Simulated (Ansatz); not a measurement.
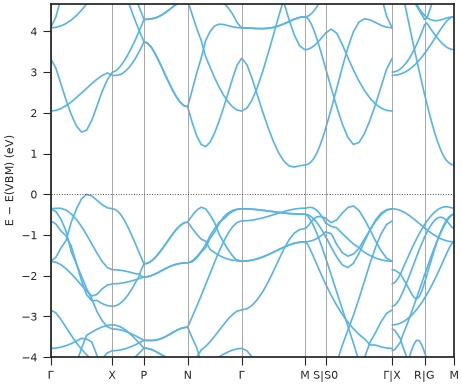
Band structure from r²SCAN in the plane-wave PAW code Ansatz

### Question
Read off the gap and where the band edges lie.

### Answer
About 0.7 eV (0.67 eV by a search for the band edges); maximum on the Γ–X line, 60 % of the way from Γ, minimum on the Γ–M line, 82 % of the way from Γ.

### Question
Pick the material that matches.
A. Ca2Sb, I4/mmm (Ca on 4e, Ca on 4c, Sb on 4e)
B. C, I4/mmm (C on 8h)
C. Ta2O5, I4/mmm (Ta on 4e, O on 2a, O on 8f)
D. CaB2C2, I4/mcm (Ca on 4a, B on 8h, C on 8h)

### Answer
D, CaB2C2, I4/mcm (Ca on 4a, B on 8h, C on 8h)

The first step of the workflow began from a Materials Project structure, measured or hypothetical; the Crystallography Open Database copy checked does not list it. With B and C taken as one species the cell has the higher symmetry P4/mmm, so it may be an ordered model of a mixed-site phase. Whether it is the stable phase at ambient conditions was not checked. The r²SCAN relaxation kept the symmetry of its start; its stability against distortions is not shown here.

Potentials: the later of the program's two PAW sets.
